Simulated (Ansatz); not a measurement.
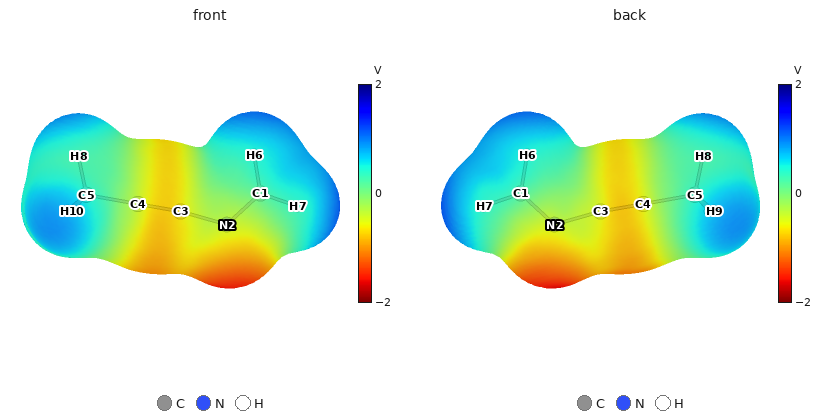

C₄H₅N (SMILES C=NC#CC). The molecular electrostatic potential painted on the density surface at 0.002 e/bohr³, seen from the front and from behind; the colour scale runs from red (negative) to blue (positive).

Geometry: PBE0-D4/def2-TZVP.

Method: RKS PBE0-D4/def2-TZVPP (Ansatz 0.2.0).

```yaml
atoms:
  - { symbol: C, position_ang: [-1.4705, 0.4397, -2.1171] }
  - { symbol: N, position_ang: [-0.9023, -0.5304, -1.5269] }
  - { symbol: C, position_ang: [-0.1986, -0.3507, -0.4096] }
  - { symbol: C, position_ang: [0.4599, -0.3098, 0.6005] }
  - { symbol: C, position_ang: [1.2502, -0.2553, 1.8133] }
  - { symbol: H, position_ang: [-1.4238, 1.4712, -1.7577] }
  - { symbol: H, position_ang: [-2.0313, 0.2332, -3.0252] }
  - { symbol: H, position_ang: [1.3131, 0.7591, 2.2149] }
  - { symbol: H, position_ang: [0.8184, -0.8991, 2.5846] }
  - { symbol: H, position_ang: [2.2679, -0.6092, 1.6263] }
```

> Describe the electrostatic potential map.

The most negative region (about −1.6 V) lies over N2, the most positive (about +1.1 V) over H7. N2 is the likeliest acceptor of a hydrogen bond.
